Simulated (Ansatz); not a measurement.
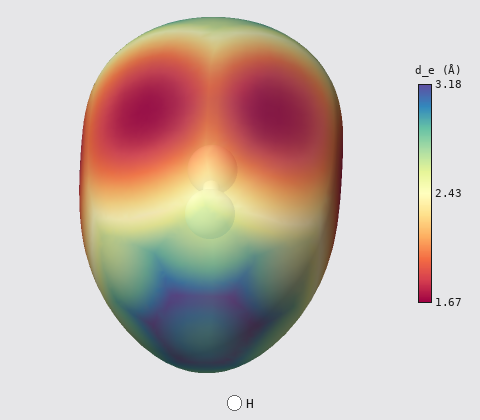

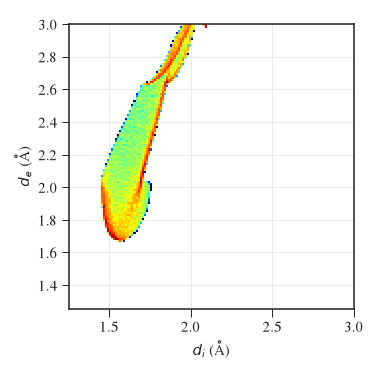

Hirshfeld surface computed for the H₂ molecule in AlH8 (P-6m2), coloured by d_e. The second picture is its fingerprint plot, coloured by area on a logarithmic scale (blue little, red much).

The surface is where the fragment's share of the procrystal density (the sum of the densities of spherically averaged neutral Hartree-Fock atoms) equals one half. d_i and d_e are the distances from the surface to the nearest nucleus inside and outside. Van der Waals radii (Alvarez): Al 2.25 Å, H 1.20 Å. X–H bonds are as in the structure, not normalised.

Origin of the cell: the geometry relaxed with DFT PBE, scalar-relativistic, plane waves, PAW in Ansatz; the starting structure was generated, so it need not be a known form of this composition.

```
CELL_PARAMETERS angstrom
6.36697 0.00000 0.00000
-3.18348 5.51396 0.00000
0.00000 0.00000 5.81847
ATOMIC_POSITIONS crystal
Al 0.00000 0.00000 0.50000
H 0.85523 0.14477 0.50000
H 0.85523 0.71045 0.50000
H 0.28955 0.14477 0.50000
H 0.00000 0.00000 0.93561
H 0.00000 0.00000 0.06439
H 0.66667 0.33333 0.00000
H 0.33333 0.66667 0.43563
H 0.33333 0.66667 0.56437
```

### Which contact with the surroundings is the closest relative to the atoms' sizes?

H···Al at 3.70 Å, 107 % of the sum of the van der Waals radii.

### How is the surface shared among contacts (both directions of a pair summed)?

H···H 100 %.

### Give the size and shape of the surface.

It encloses about 27.6 Å³, has an area of about 46 Å² and a globularity of 0.96 (1 for a sphere).

### Where does the fingerprint reach closest to the origin?

The smallest d_i + d_e is about 3.2 Å, which belongs to the shortest contact, H···H at 3.21 Å; d_e runs from 1.67 to 3.18 Å.
